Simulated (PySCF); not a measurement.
```
atom    x (Å)    y (Å)    z (Å)
   B  -2.1129   1.2494   0.5255
  Si  -2.7734  -0.2940  -0.4982
   N  -1.1820  -1.0999  -0.4747
   B  -0.1778  -0.4295   0.1810
   C   1.3309  -0.8961   0.3703
   C   2.2945   0.1401  -0.1175
   C   3.0516   0.8953   0.6572
   H  -2.3329   1.3375   1.6773
   H  -1.8409   2.2539  -0.0218
   H  -3.1154  -0.2500  -1.9360
   H  -3.6838  -1.3231   0.0490
   H  -1.0309  -1.9950  -0.9164
   H  -0.5551   0.6284   0.6434
   H   1.5125  -1.8308  -0.1682
   H   1.5230  -1.0846   1.4300
   H   2.3285   0.2654  -1.1928
   H   3.7170   1.6404   0.2551
   H   3.0383   0.7989   1.7308
```

Geometry: GFN2-xTB.

Theory: PySCF 2.14.0, CAM-B3LYP/def2-SVPD, SCF density, gas phase.

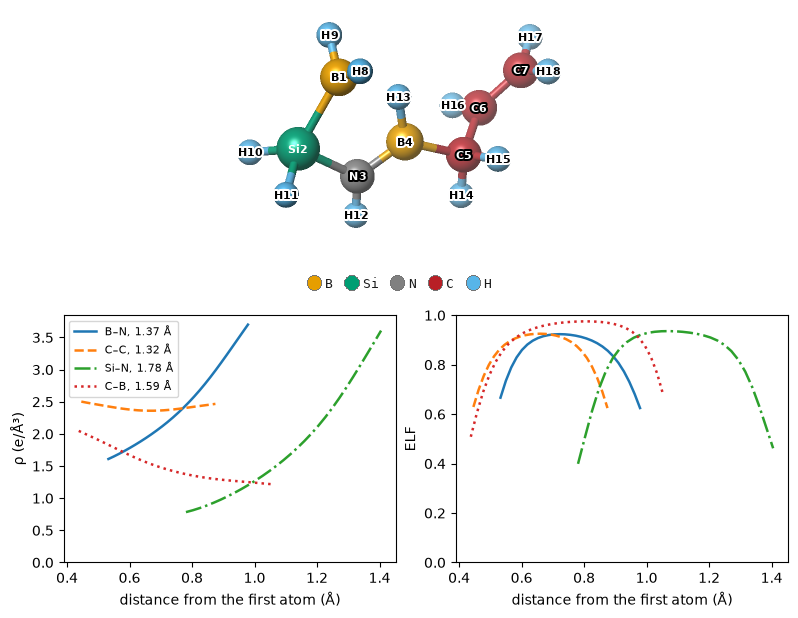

C$_{3}$H$_{11}$B$_{2}$NSi. Electron density and electron localisation function along straight lines between neighbouring atoms. The curves leave out the atomic cores. The structure is drawn too.

What can be read from the curves?

B–N (1.37 Å): ρ is about 2.1 e/Å³ halfway; the ELF peaks at about 0.90 between the atoms: a short, strongly polar bond.
C–C (1.32 Å): ρ at the midpoint is about 2.4 e/Å³; the ELF peaks at about 0.95 between the atoms (a multiple bond).
Si–N (1.78 Å): ρ at the midpoint is about 0.98 e/Å³; the ELF peaks at about 0.95 between the atoms (a shared but strongly polarised pair).
C–B (1.59 Å): the density is about 1.4 e/Å³ at the midpoint; the ELF peaks at about 1 between the atoms; localised, covalent bonding.
